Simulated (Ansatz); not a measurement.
The figure comes from a scan of Cs2AgBiBr6 (double-perovskite type, space group Fm-3m): a phonon pattern at Γ is frozen into a 10-atom cell, Q being the largest atomic displacement. The numbers are results of PBE (plane waves to 420 eV, PAW, scalar-relativistic; Ansatz, an electronic-structure program), not measurements. k mesh 5×5×5 (Γ-centred), Fermi-Dirac smearing 0.05 eV. The energy includes the smearing's −TS. Cs2AgBiBr6 was relaxed with its symmetry unable to fall. Spin-orbit coupling is left out, though Bi is heavy. The zero of ΔE is the undisplaced structure.

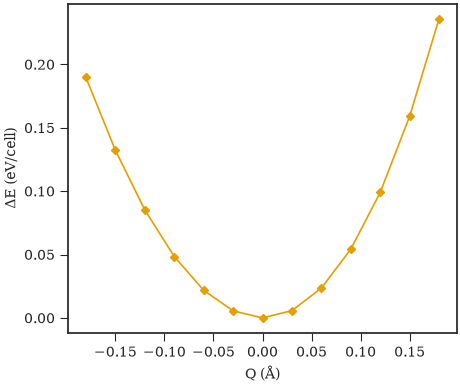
Fig. 1. ΔE (eV/cell) against Q (Å); one marker a computed point.

Task: List the plotted points as numbers.

Result: To the nearest 0.005:

```tsv
Q (Å)	ΔE (eV/cell)
-0.180	0.190
-0.150	0.130
-0.120	0.085
-0.090	0.050
-0.060	0.020
-0.030	0.005
0.000	0.000
0.030	0.005
0.060	0.025
0.090	0.055
0.120	0.100
0.150	0.160
0.180	0.235
```

(For displaced atoms, the force is minus the slope of the energy, and its curvature is a force constant, which sets phonon frequencies.)
